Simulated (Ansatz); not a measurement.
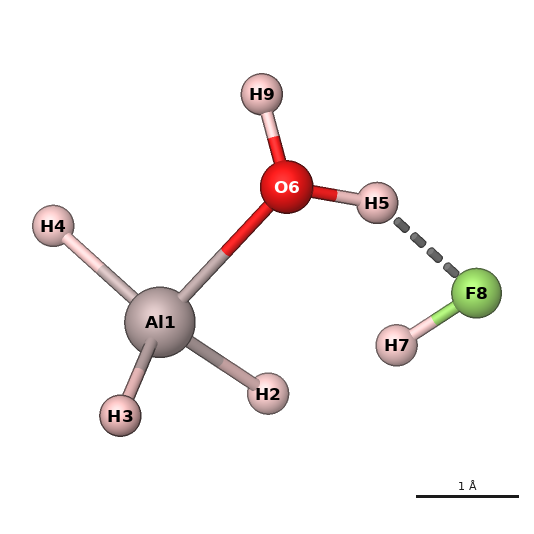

Broken lines mark hydrogen bonds. The computed structure is the end point of a PBE0-D4/def2-TZVP optimisation.

Tabulate the hydrogen bonds (donors O, N, F, S, Cl) with their geometry.

| D–H···A | D–H (Å) | H···A (Å) | angle (°) | kind |
| --- | --- | --- | --- | --- |
| O6–H5···F8 | 0.99 | 1.68 | 149 | intermolecular |
